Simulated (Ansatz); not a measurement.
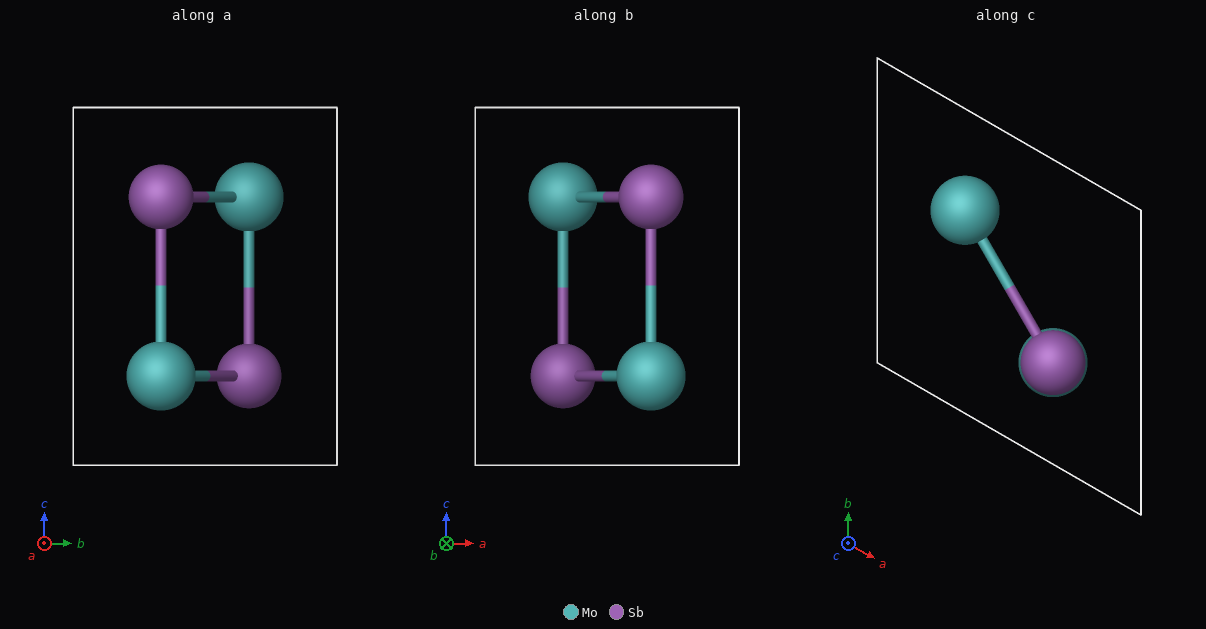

The crystal in a ball-and-stick representation, seen along the a axis, along the b axis and along the c axis. The lines enclose the conventional unit cell; boundary atoms appear with their images.

Lattice parameters: a = 4.644 Å, b = 4.644 Å, c = 5.454 Å, α = 90.00°, β = 90.00°, γ = 120.00°.

**Write down what is shown as a table of Wyckoff sites.**

Space group P6_3/mmc (No. 194).
```tsv
atom	site	x	y	z
Mo	2d	0.3333	0.6667	0.7500
Sb	2c	0.3333	0.6667	0.2500
```

Provenance: a structure type filled with these elements by a generator (whether the compound takes this form wasn't checked). Earlier steps of the study may have refined or changed the cell and positions. An electronic-structure calculation with Ansatz was run on it.
